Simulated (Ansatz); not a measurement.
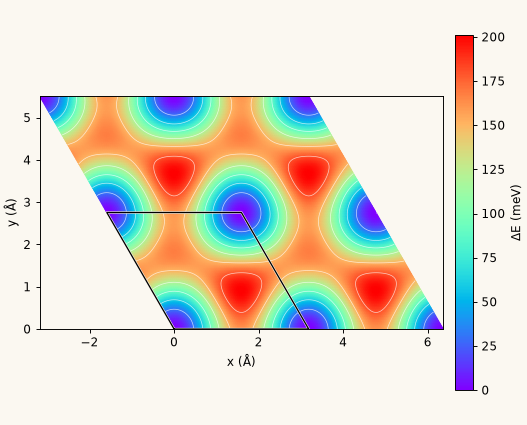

N₂ on a Zr(001) slab cut from the P6_3/mmc phase, its upper half relaxed before the scan (16 atoms of substrate and one adsorbate in a 2 × 2 cell). 
- N2 is moved over the surface cell at a fixed height above a rigid substrate; the origin of the map has the adsorbate above Zr13; the height is held at 3.00 Å.
- Places are given modulo a cell vector. The map is drawn in real space over the plane of the surface.
- Grid: 6 × 6 points; 10 points were computed and 26 follow by symmetry.
- Places are given in fractions of the 1 × 1 surface cell.
- All energies are given in meV relative to the lowest grid point.
- At a fixed height the lowest place need not be the adsorption site.
- Computed with DFT PBE+D3(BJ), scalar-relativistic, plane waves, PAW in Ansatz 0.2.0. Settings: cutoff 420 eV, k-mesh 6×6×1, gaussian smearing 0.1 eV, no spin polarisation.

In the figure: a smooth colour map with a few white contour lines, the outline of one cell of the 2 × 2 shown. Between grid points the surface is interpolated.

The lowest grid point is at the top site over a surface Zr atom, (0/6, 0/6) of the cell vectors. No other kind of well shows on this grid. The highest grid point, a threefold hollow, (4/6, 2/6) of the cell vectors, lies 201 meV above the lowest. On the interpolated surface the easiest way out of the lowest well to its copy in the next cell or period passes a barrier of about 158 meV.

The system is changed to N₂ on a Ru(001) slab cut from the P6_3/mmc phase, its upper half relaxed before the scan (16 atoms of substrate and one adsorbate in a 2 × 2 cell); all else is set up alike.

Q: How does the landscape change?

A: The lowest place stays at the top site over a surface Ru atom, (0/6, 0/6) of the cell vectors. The highest place moves from a threefold hollow, (4/6, 2/6) of the cell vectors to a threefold hollow over a second-layer Ru atom, (2/6, 4/6) of the cell vectors. The span from the lowest to the highest grid point shrinks from 201 to 84 meV. The easiest pass out of the lowest well goes from about 158 to about 74 meV on the interpolated surfaces.

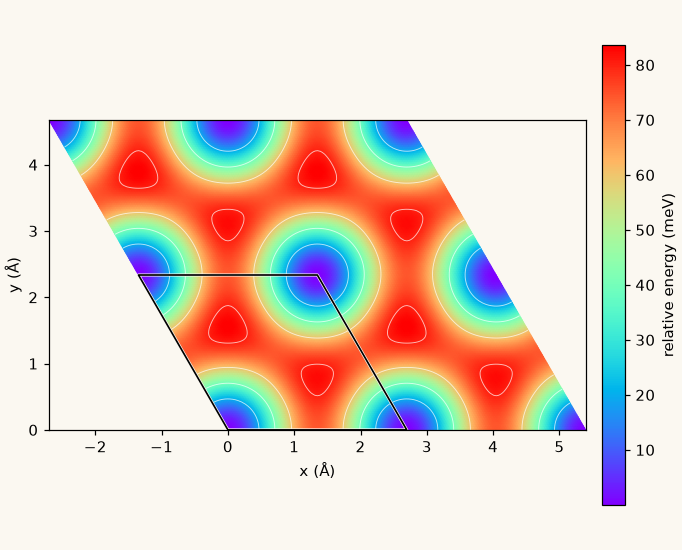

The map after the change, on a colour scale of its own. Drawn: a smooth colour map with a few white contour lines, the outline of one cell of the 2 × 2 shown. Between grid points the surface is interpolated.
